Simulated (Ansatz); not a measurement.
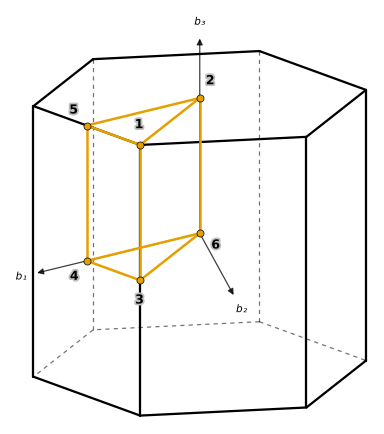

The first Brillouin zone of a primitive hexagonal lattice (hP; extended symbol hP2) is drawn with its special points numbered. Crystal: Zn5O, the input geometry of an electronic-structure calculation (not necessarily at equilibrium); the starting structure was generated, so it need not be a known form of this composition. Symmetry computed with spglib at a tolerance of 0.002 Å; standard conventional cell.

a = 4.984 Å, b = 4.984 Å, c = 4.442 Å, α = 90.00°, β = 90.00°, γ = 120.00°.

Labels and path follow the convention of Hinuma et al. (2017), as computed by seekpath; the arrows show the directions of the reciprocal primitive vectors b₁, b₂, b₃, in which coordinates are given.

Q: Which special point is each number?

A:
```csv
no.,label,coordinates
1,H,"(1/3, 1/3, 1/2)"
2,A,"(0, 0, 1/2)"
3,K,"(1/3, 1/3, 0)"
4,M,"(1/2, 0, 0)"
5,L,"(1/2, 0, 1/2)"
6,Γ,"(0, 0, 0)"
```
